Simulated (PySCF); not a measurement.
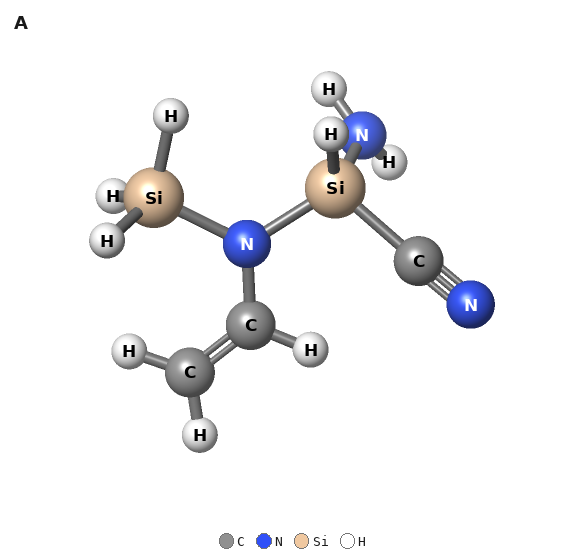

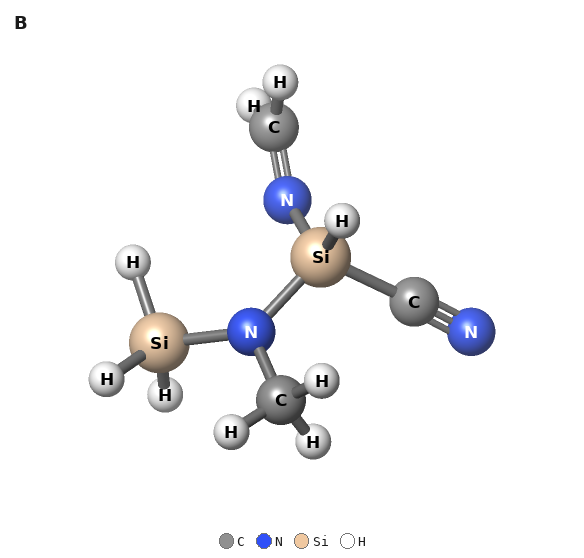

2 stationary structures of one formula. Geometries: GFN2-xTB. Electronic energies: PBE0/pcSseg-1 (PySCF 2.14.0), without zero-point energy. No frequency run is at hand to confirm each as a minimum. Each is one conformer, not always the lowest.

Are they conformers, stereoisomers or constitutional isomers?

They are constitutional isomers of C3H9N3Si2: A `C=CN([SiH3])[Si@H](N)C#N`, B `C=N[Si@H](C#N)N(C)[SiH3]`.

Rank them by energy, lowest first.

A is lowest; B lies 67.8 kJ/mol above it.

The geometry is semi-empirical. Around Si such bond lengths and angles can be off by a tenth of an ångström or more and by several degrees, and values that hang on the shape move with them.
